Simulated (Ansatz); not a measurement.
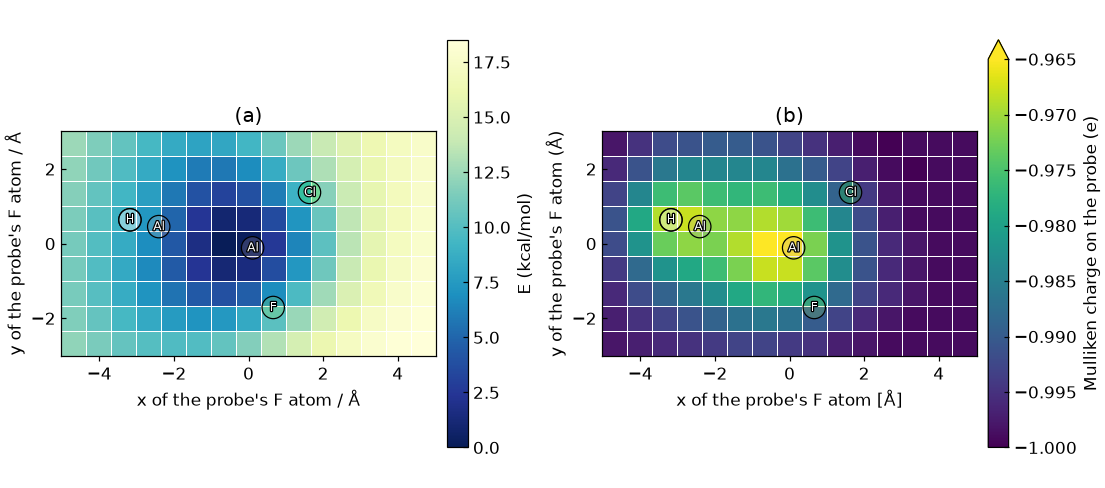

Al₂ClFH₂ (SMILES [F][Al]([AlH2])[Cl]) with the probe F-. The probe is moved over a plane parallel to the molecule's main plane, 3.67 Å above it. Coordinates scanned: (1) x of the probe's F atom; (2) y of the probe's F atom. Nothing is relaxed (molecule and probe rigid). The grid has 15 × 9 points. Points are written as (first, second). Energies: kcal/mol, counted from the lowest grid point. Level of theory: RHF-MP2, frozen core/def2-SVPD (Ansatz 0.2.0).

Panel (a) is the energy and panel (b) the computed Mulliken charge on the probe on the same grid.

The picture shows one coloured cell a grid point, labelled circles for the molecule's atoms, projected on the plane.

Q: How does the Mulliken charge on the probe vary over the map, and what is it at the lowest grid point?

A: Leaving out the highest fifth of the energies, it runs from −1.00 e at (2.68 Å, 2.68 Å) to −0.96 e at (−0.67 Å, 0.00 Å) [nearest 1 H at 3.46 Å]. At the lowest grid point, (−0.67 Å, 0.00 Å) [nearest 1 H at 3.46 Å], it is −0.96 e.

| y of the probe's F atom ↓, x of the probe's F atom → | −4.69 | −4.02 | −3.35 | −2.68 | −2.01 | −1.34 | −0.67 | 0.00 | 0.67 | 1.34 | 2.01 | 2.68 | 3.35 | 4.02 | 4.69 |
| --- | --- | --- | --- | --- | --- | --- | --- | --- | --- | --- | --- | --- | --- | --- | --- |
| 2.68 | −1.00 | −0.99 | −0.99 | −0.99 | −0.99 | −0.99 | −0.99 | −0.99 | −0.99 | −1.00 | −1.00 | −1.00 | −1.00 | −1.00 | −1.00 |
| 2.01 | −1.00 | −0.99 | −0.99 | −0.98 | −0.98 | −0.98 | −0.98 | −0.99 | −0.99 | −0.99 | −1.00 | −1.00 | −1.00 | −1.00 | −1.00 |
| 1.34 | −0.99 | −0.98 | −0.98 | −0.97 | −0.98 | −0.98 | −0.98 | −0.98 | −0.98 | −0.99 | −0.99 | −1.00 | −1.00 | −1.00 | −1.00 |
| 0.67 | −0.99 | −0.98 | −0.97 | −0.97 | −0.97 | −0.97 | −0.97 | −0.97 | −0.98 | −0.98 | −0.99 | −1.00 | −1.00 | −1.00 | −1.00 |
| 0.00 | −0.99 | −0.98 | −0.97 | −0.97 | −0.97 | −0.97 | −0.96 | −0.96 | −0.97 | −0.98 | −0.99 | −1.00 | −1.00 | −1.00 | −1.00 |
| −0.67 | −0.99 | −0.99 | −0.98 | −0.98 | −0.98 | −0.97 | −0.97 | −0.97 | −0.97 | −0.98 | −0.99 | −1.00 | −1.00 | −1.00 | −1.00 |
| −1.34 | −1.00 | −0.99 | −0.99 | −0.99 | −0.98 | −0.98 | −0.98 | −0.98 | −0.98 | −0.99 | −0.99 | −1.00 | −1.00 | −1.00 | −1.00 |
| −2.01 | −1.00 | −0.99 | −0.99 | −0.99 | −0.99 | −0.99 | −0.99 | −0.99 | −0.99 | −0.99 | −1.00 | −1.00 | −1.00 | −1.00 | −1.00 |
| −2.68 | −1.00 | −1.00 | −1.00 | −0.99 | −0.99 | −0.99 | −0.99 | −0.99 | −0.99 | −1.00 | −1.00 | −1.00 | −1.00 | −1.00 | −1.00 |
